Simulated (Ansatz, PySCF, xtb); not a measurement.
Breaking the Si3–C2 bond in C2H8O3Si (SMILES CC[Si](O)(O)O) (multiplicity 1 held, fragments rigid). Energies count from the point at 1.860 Å.
Geometry at that point (charge 0, multiplicity 1):
```xyz
14

C     -2.37828     0.23085     0.34398
C     -1.10829    -0.43006     0.89754
Si     0.43089    -0.03629    -0.06987
O      0.73105     1.57673    -0.17645
O      1.64473    -0.84464     0.70054
O      0.32139    -0.45404    -1.65632
H     -2.28835     1.31853     0.33823
H     -2.57047    -0.08051    -0.68424
H     -3.25549    -0.02777     0.94009
H     -0.94595    -0.13126     1.93838
H     -1.22670    -1.51829     0.92521
H      0.85934     2.05601     0.64491
H      2.53245    -0.75302     0.34330
H      0.20477    -1.38470    -1.85898
```

U- levels take the lowest unrestricted solution at each point, which mixes spins at long bonds. Left out are points that failed, MP2 points in a non-variational dive below the minimum, coupled-cluster points behind a sign of a changed root (a jump of the amplitudes, or a one-step jump against full CI or MRCI), small-basis points behind a change of solution, and semi-empirical points at long bonds. Curves can end on different states.

Rows in 6-31G* carry no dispersion term and start afresh at each structure (6-31G* with six Cartesian d functions). MP2/6-31G* freezes PySCF's default core.

Run with Ansatz (Gaussian basis) for Hartree–Fock, density functionals and correlated methods; PySCF for 6-31G* rows; xtb for the GFN methods. Each number belongs to the level named beside it. The GFN methods have no spin term and hold the electronic entropy of 300 K.

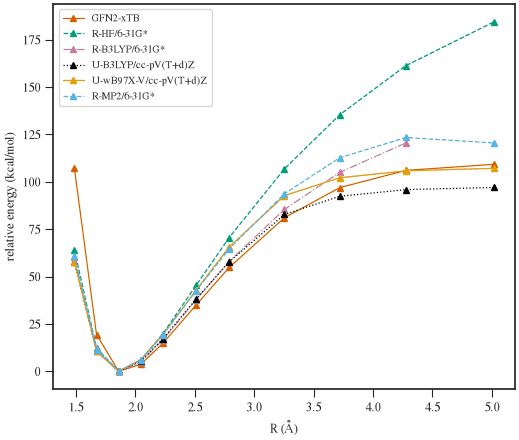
Figure: Relative energy along the coordinate

Question: Read off the GFN2-xTB curve at R = 1.488.

Answer: about 110 kcal/mol

Doubts at one or more of the structures used: a restricted determinant that unrestricted orbitals would lower (R-HF/6-31G*, R-B3LYP/6-31G*, R-MP2/6-31G*); a spin-contaminated determinant (U-B3LYP/cc-pV(T+d)Z, U-wB97X-V/cc-pV(T+d)Z).

Ansatz is a first-principles code.
